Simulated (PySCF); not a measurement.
# C$_{2}$H$_{8}$OSi$_{3}$ (SMILES O=C1C[SiH2][SiH2][SiH2]1): what the fields show

```xyz
14

O     0.0887   -1.5773    2.0568
C     0.1456   -1.1785    0.9122
C    -1.0558   -1.0841    0.0272
Si   -1.4602    0.7750   -0.2813
Si    0.7288    1.5437   -0.5603
Si    1.7637   -0.4067    0.1832
H    -1.8988   -1.6163    0.4669
H    -0.8200   -1.5346   -0.9378
H    -2.1874    1.2820    0.8868
H    -2.4079    0.8075   -1.4021
H     1.0340    2.7494    0.2222
H     1.0576    1.9320   -1.9395
H     2.2316   -1.2955   -0.8882
H     2.7795   -0.3968    1.2316
```

Geometry: GFN2-xTB.

Method: PySCF 2.14.0, PBE0/pcSseg-1, SCF density, gas phase, non-relativistic.

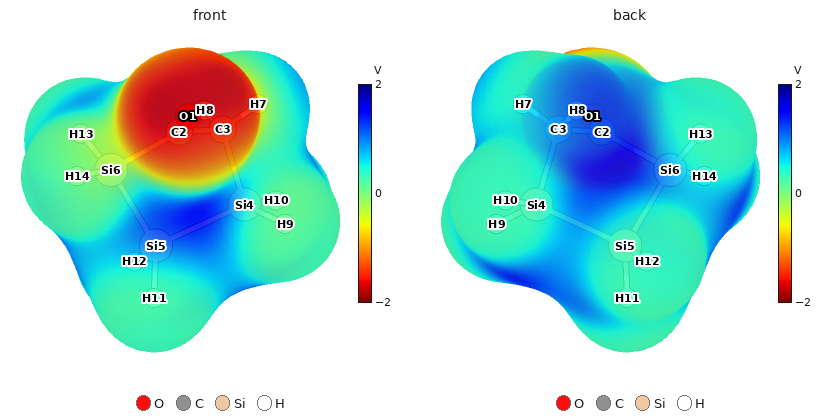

Figure 1. The electrostatic potential painted on the density surface at 0.002 e/bohr³, seen from the front and from behind; red is negative and blue positive.

> Describe the electrostatic potential map.

The most negative region (about −1.7 V, or −39 kcal/mol for a unit charge) lies over O1, the most positive (about +1.5 V, or +35 kcal/mol for a unit charge) over Si4, Si5 and Si6. O1 is the likeliest acceptor of a hydrogen bond.

> What dipole moment does the calculation give?

Its dipole moment is 2.77 D.

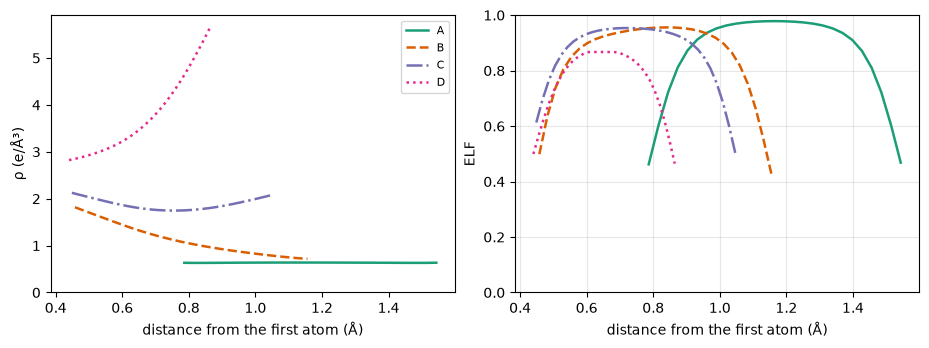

Figure 2. Total electron density and ELF along straight lines between neighbouring atoms. The curves leave out the atomic cores.

> Which curve belongs to which contact (C–C, C–O, C–Si and Si–Si)? The first atom named is at distance zero.

Curve A: Si–Si (2.33 Å): ρ is about 0.64 e/Å³ halfway; the ELF peaks at about 1 between the atoms (a shared electron pair). Curve B: C–Si (1.93 Å): ρ is about 0.86 e/Å³ halfway; the ELF peaks at about 0.95 between the atoms, as expected for a covalent bond. Curve C: C–C (1.50 Å): the density is about 1.7 e/Å³ at the midpoint; the ELF peaks at about 0.95 between the atoms, as expected for localised, covalent bonding. Curve D: C–O (1.21 Å): the density is about 3.3 e/Å³ at the midpoint; the ELF peaks at about 0.85 between the atoms; a multiple bond.
